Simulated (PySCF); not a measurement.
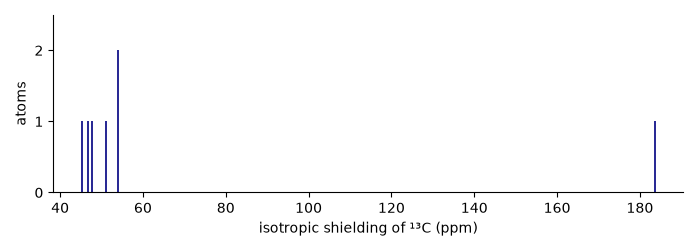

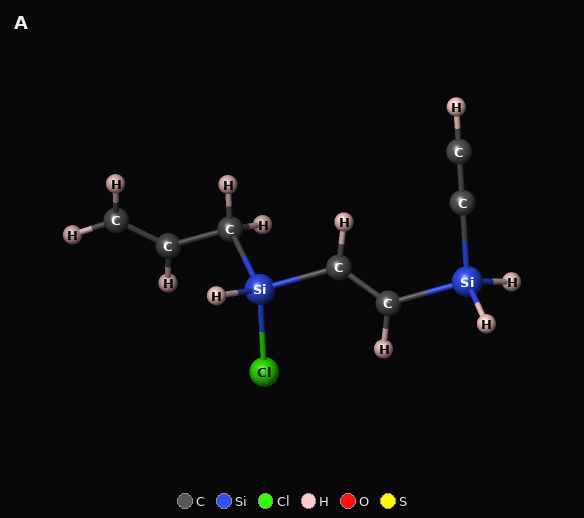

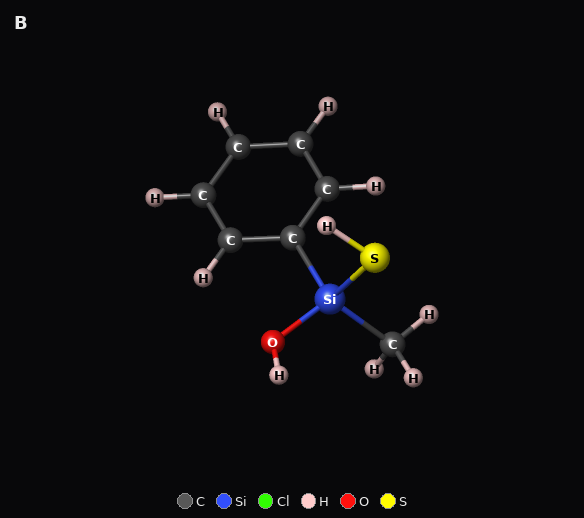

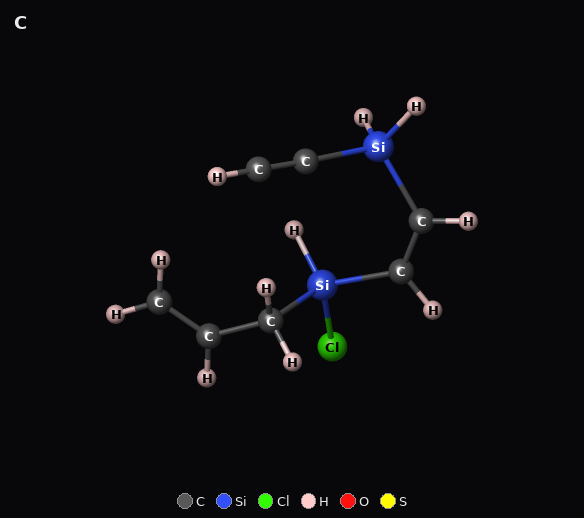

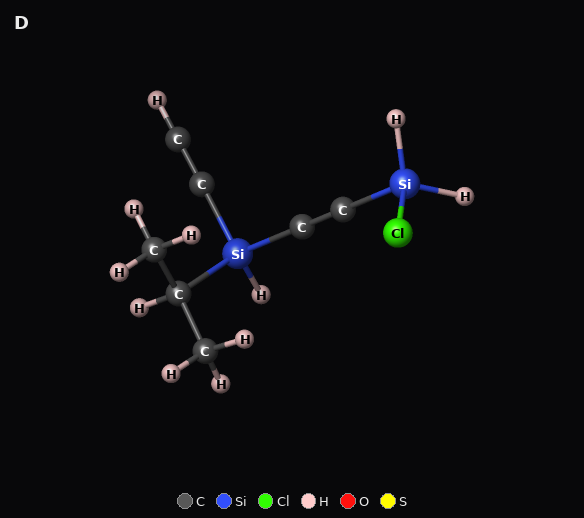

The sticks are computed shieldings of one of the molecules, for one fixed geometry (GFN2-xTB) without averaging over rotations. Low shielding means a high chemical shift. Method: GIAO PBE0/pcSseg-1 NMR shielding, non-relativistic, gas phase (PySCF 2.14.0).

Question: Match the spectrum to a structure.

Answer: B, `C[Si@@](O)(S)c1ccccc1`. Its 7 C atoms give lines at 45.2, 46.6, 47.8, 51.1, 54.0 (2 atoms), 183.5 ppm.

The geometry is semi-empirical. Around Si such bond lengths and angles can be off by a tenth of an ångström or more and by several degrees, and values that hang on the shape move with them.
